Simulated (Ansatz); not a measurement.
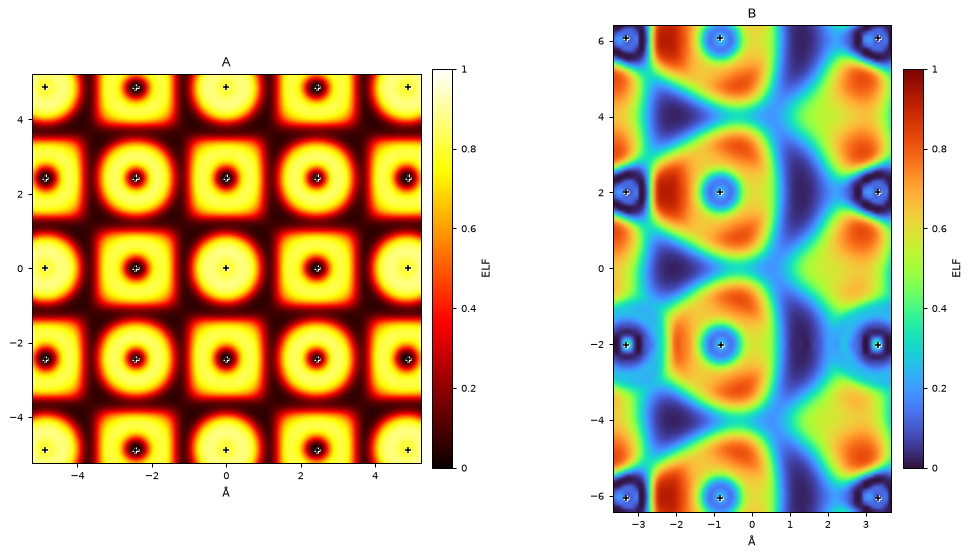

The ELF of 2 systems, each on a plane through atoms (crosses mark nuclei in the plane).

Computed with DFT r2SCAN, scalar-relativistic, plane waves, PAW (Ansatz).

System 1: GdLuN₂, the (11̄0) plane of the conventional cell. Space group P4/mmm; a structure generated by program, which may or may not match a known phase; spin-polarised.

```
CELL_PARAMETERS angstrom
3.44963 0.00000 0.00000
0.00000 3.44963 0.00000
0.00000 0.00000 4.87805
ATOMIC_POSITIONS crystal
Lu 0.00000 0.00000 0.00000
Gd 0.50000 0.50000 0.50000
N 0.00000 0.00000 0.50000
N 0.50000 0.50000 0.00000
```

System 2: Al₅GaAs₆, the (110) plane of the conventional cell. Space group P31m; a structure generated by program, which may or may not match a known phase; computed pressure about −2 GPa in this cell.

```cif
data_structure
_symmetry_space_group_name_H-M 'P 1'
_symmetry_Int_Tables_number 1
_cell_length_a 7.0028
_cell_length_b 7.0028
_cell_length_c 6.6482
_cell_angle_alpha 90.000
_cell_angle_beta 90.000
_cell_angle_gamma 120.000
_cell_volume 282.34
loop_
_atom_site_label
_atom_site_type_symbol
_atom_site_fract_x
_atom_site_fract_y
_atom_site_fract_z
_atom_site_occupancy
Al1 Al 0.33363 0.33363 0.99941 1
Al2 Al 0.00000 0.66637 0.99941 1
Al3 Al 0.66637 0.00000 0.99941 1
Al4 Al 0.66667 0.33333 0.49995 1
Al5 Al 0.33333 0.66667 0.49995 1
Ga1 Ga 0.00000 0.00000 0.50057 1
As1 As 0.33414 0.33414 0.37378 1
As2 As 0.00000 0.66586 0.37378 1
As3 As 0.66586 0.00000 0.37378 1
As4 As 0.66667 0.33333 0.87400 1
As5 As 0.33333 0.66667 0.87400 1
As6 As 0.00000 0.00000 0.87598 1
```

### Which map belongs to which system?

Panel A is system 1, GdLuN₂: the plane holds Lu, Gd and N. Lu–N (2.44 Å): the ELF peaks at about 0.80 in the valence shell of N, 0.7 Å from its nucleus, and is about 0.15 at the midpoint (no localised pair shows between them). Panel B is system 2, Al₅GaAs₆: the plane holds Al, Ga and As. Al–As (2.49 Å): the ELF peaks at about 0.90 between the atoms, as expected for a covalent bond.
